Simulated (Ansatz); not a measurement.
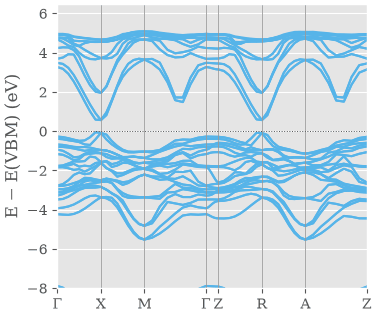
Figure: Band structure from r²SCAN+D4 with spin–orbit coupling (plane waves, PAW; program Ansatz)

Task: Read off the gap and where the band edges lie.

Result: About 0.5 eV (0.50 eV by a search for the band edges); maximum on the Γ–X line, 93 % of the way from Γ, minimum on the Γ–X line, 94 % of the way from Γ.

The material is LaBiS$_{2}$O in space group P4/nmm (No. 129; Pearson symbol tP10).

The workflow started from a Materials Project entry (that database holds measured and hypothetical structures alike); the Crystallography Open Database copy checked does not list it. Its standing as an ambient phase is unchecked. The r²SCAN+D4 relaxation kept the symmetry of its start. At this level the phase is dynamically unstable (imaginary phonons).

Potentials: the earlier of the program's two PAW sets.
